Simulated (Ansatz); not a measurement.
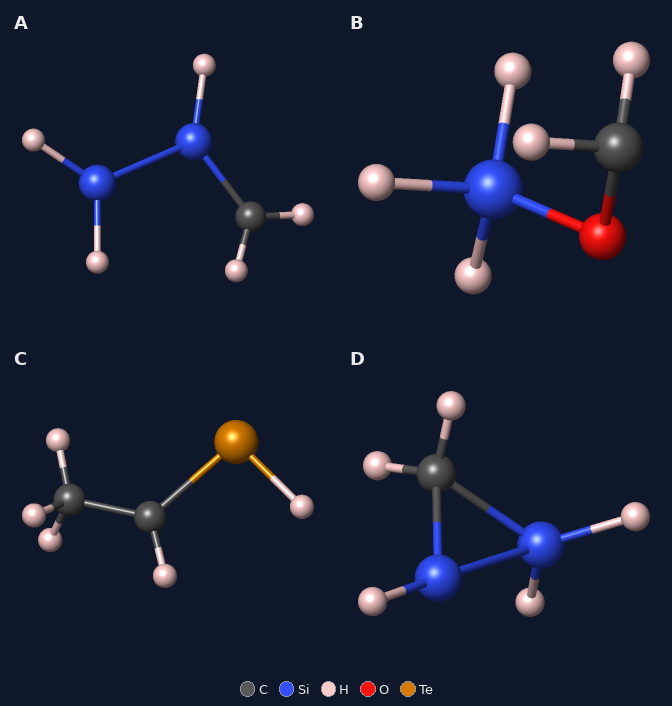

```sh
ansatz run in.yaml --threads 2 --pin off --events-out ev --progress --plain --max-ram 4352MiB
```

```yaml
crystal:
  periodic: [false, false, false]
  atoms:
    - {symbol: C, position_ang: [-1.079817, 0.829970, -0.796862]}
    - {symbol: Si, position_ang: [0.288900, 0.864597, 0.268345]}
    - {symbol: Si, position_ang: [0.870507, -1.270422, 0.611870]}
    - {symbol: H, position_ang: [-1.480788, -0.112384, -1.158937]}
    - {symbol: H, position_ang: [-1.601295, 1.714013, -1.154780]}
    - {symbol: H, position_ang: [0.960885, 2.034921, 0.852236]}
    - {symbol: H, position_ang: [1.979790, -1.762735, 1.451924]}
    - {symbol: H, position_ang: [0.061809, -2.297970, -0.073797]}
basis:
  gaussian: {orbitals: def2-TZVPP}
total_charge: 1
correlation: {method: ccsd_t}
```

Question: Which panel shows the molecule in this file?

Answer: A. The file holds CH5Si2(+), `[CH2+][SiH]=[SiH2]`.
